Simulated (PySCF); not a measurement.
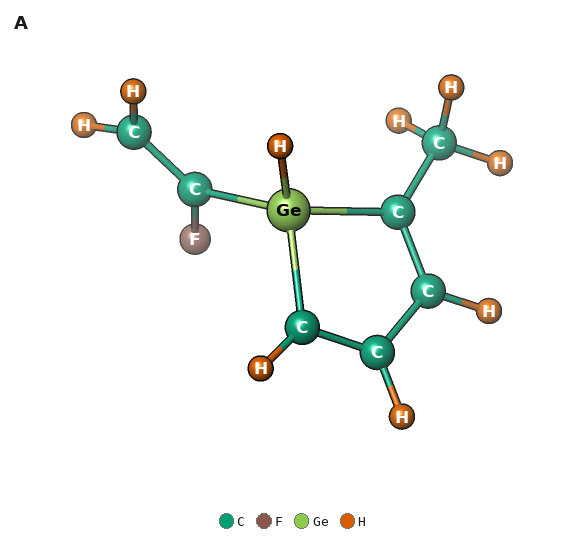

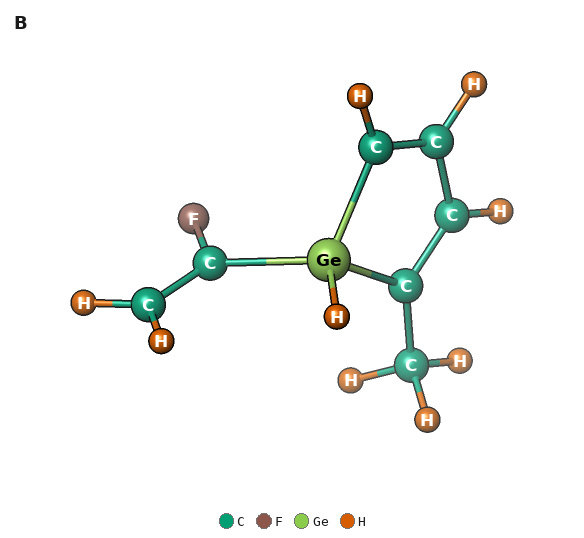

Depth is shown by fading: the farther an atom, the more it takes the colour of the background. Computed geometry: PBE0-D3(BJ)/def2-SVP optimisation. No frequency run is at hand to confirm it as a minimum.

Are A and B the same structure? If not, how do they differ?

Answer. No. They are enantiomers, mirror images that no rotation superimposes: A is C=[C](F)[Ge@H]1[CH]=CC=[C]1C (), B is C=[C](F)[Ge@@H]1[CH]=CC=[C]1C (). Their energies are equal.
